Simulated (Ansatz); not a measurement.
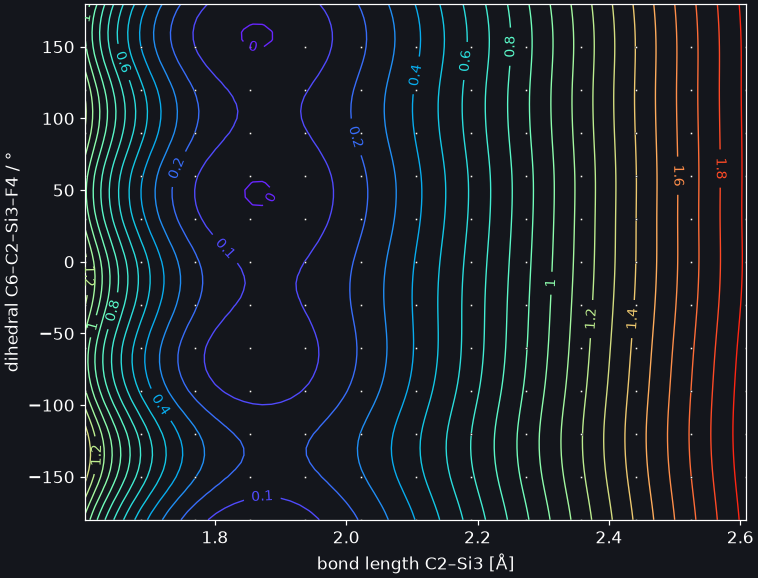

Energy landscape of C₂H₆BFOSi, SMILES OC1([SiH2]F)BC1. 
- Coordinates scanned: (1) bond length C2–Si3; (2) dihedral C6–C2–Si3–F4.
- Nothing is relaxed (all other coordinates rigid).
- Grid: 13 × 12 points.
- Points are written as (first, second).
- Energies are in eV, from the lowest grid point.
- These are results of RKS PBE0-D4/def2-SVP in Ansatz, not measurements.

The picture shows contour lines labelled in eV, dots at the grid points. Between grid points the surface is interpolated. 

Question: Where are the wells?

Answer: The lowest grid point is at (1.854 Å, 150°); the map holds 2 wells of about this depth. There is a further well near (1.854 Å, −60°) (0.033 eV above the lowest at that grid point). The highest grid point, (2.609 Å, −120°), lies 1.96 eV above the lowest. On the interpolated surface the easiest way out of the lowest well to the well at about (1.87 Å, 50°) passes a barrier of about 0.084 eV, counted from the interpolated bottom of the well. Round the minimum the two coordinates are nearly uncoupled.

Grid values (eV):

| dihedral C6–C2–Si3–F4 ↓, bond length C2–Si3 → | 1.603 | 1.687 | 1.770 | 1.854 | 1.938 | 2.022 | 2.106 | 2.190 | 2.274 | 2.358 | 2.441 | 2.525 | 2.609 |
| --- | --- | --- | --- | --- | --- | --- | --- | --- | --- | --- | --- | --- | --- |
| 150 | 1.01 | 0.40 | 0.10 | 0.00 | 0.04 | 0.18 | 0.38 | 0.62 | 0.87 | 1.14 | 1.40 | 1.67 | 1.92 |
| 120 | 1.17 | 0.53 | 0.19 | 0.07 | 0.10 | 0.22 | 0.41 | 0.63 | 0.88 | 1.14 | 1.41 | 1.67 | 1.92 |
| 90 | 1.18 | 0.53 | 0.20 | 0.07 | 0.10 | 0.22 | 0.41 | 0.63 | 0.88 | 1.14 | 1.40 | 1.67 | 1.92 |
| 60 | 1.03 | 0.42 | 0.11 | 0.01 | 0.05 | 0.18 | 0.38 | 0.61 | 0.87 | 1.13 | 1.40 | 1.66 | 1.92 |
| 30 | 1.06 | 0.44 | 0.12 | 0.01 | 0.05 | 0.19 | 0.38 | 0.61 | 0.87 | 1.13 | 1.40 | 1.66 | 1.92 |
| 0 | 1.23 | 0.56 | 0.22 | 0.08 | 0.10 | 0.22 | 0.41 | 0.63 | 0.88 | 1.14 | 1.40 | 1.66 | 1.92 |
| −30 | 1.20 | 0.55 | 0.21 | 0.08 | 0.11 | 0.23 | 0.41 | 0.64 | 0.89 | 1.15 | 1.41 | 1.67 | 1.92 |
| −60 | 1.05 | 0.44 | 0.13 | 0.03 | 0.07 | 0.21 | 0.41 | 0.64 | 0.90 | 1.16 | 1.42 | 1.69 | 1.94 |
| −90 | 1.10 | 0.49 | 0.17 | 0.07 | 0.11 | 0.24 | 0.43 | 0.66 | 0.91 | 1.18 | 1.44 | 1.70 | 1.95 |
| −120 | 1.34 | 0.67 | 0.32 | 0.18 | 0.19 | 0.30 | 0.48 | 0.70 | 0.94 | 1.19 | 1.45 | 1.71 | 1.96 |
| −150 | 1.32 | 0.66 | 0.30 | 0.16 | 0.18 | 0.29 | 0.47 | 0.69 | 0.93 | 1.18 | 1.44 | 1.70 | 1.95 |
| −180 | 1.07 | 0.45 | 0.14 | 0.04 | 0.07 | 0.21 | 0.40 | 0.63 | 0.89 | 1.15 | 1.41 | 1.68 | 1.93 |

Time for the 156 points that were run: 18 min on 1 thread of Arm Neoverse V2 (shared host).
